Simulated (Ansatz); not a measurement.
```yaml
atoms:
  - { symbol: N, position_ang: [0.4348, -1.3811, 0.4968] }
  - { symbol: Ge, position_ang: [-0.1838, 0.1726, -0.1758] }
  - { symbol: H, position_ang: [1.2038, -1.1290, 1.1508] }
  - { symbol: H, position_ang: [-1.3637, -0.1305, -1.1862] }
  - { symbol: H, position_ang: [0.7597, 1.1575, -1.0602] }
  - { symbol: H, position_ang: [-0.8507, 1.3104, 0.7745] }
```

The highest occupied orbital lies above zero, a sign that basis and functional describe the outermost electron poorly.

These are results of RKS PBE-D4/def2-mTZVP (Ansatz), not measurements.

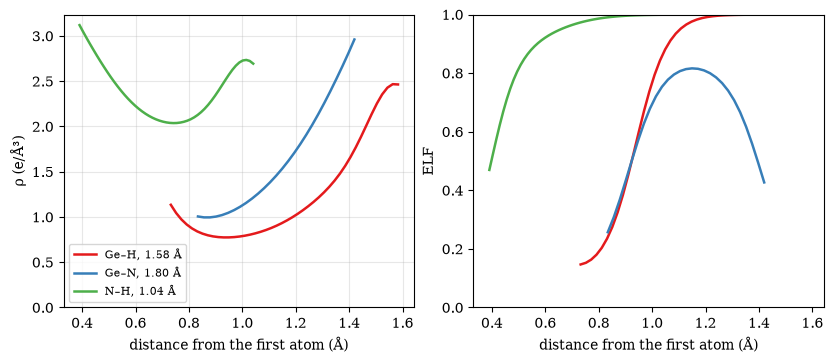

GeH4N (SMILES [NH-][GeH3]) (charge −1). Electron density and electron localisation function along straight lines between neighbouring atoms. The curves leave out the atomic cores.

> What can be read from the curves?

Ge–H (1.58 Å): the density is about 0.92 e/Å³ at the midpoint; the ELF climbs to about 1 towards the hydrogen.
Ge–N (1.80 Å): ρ is about 1 e/Å³ halfway; the ELF peaks at about 0.80 in the valence shell of N, 0.7 Å from its nucleus, and is about 0.45 at the midpoint.
N–H (1.04 Å): the density is about 2.5 e/Å³ at the midpoint; the ELF climbs to about 1 towards the hydrogen (a covalent bond by its length).
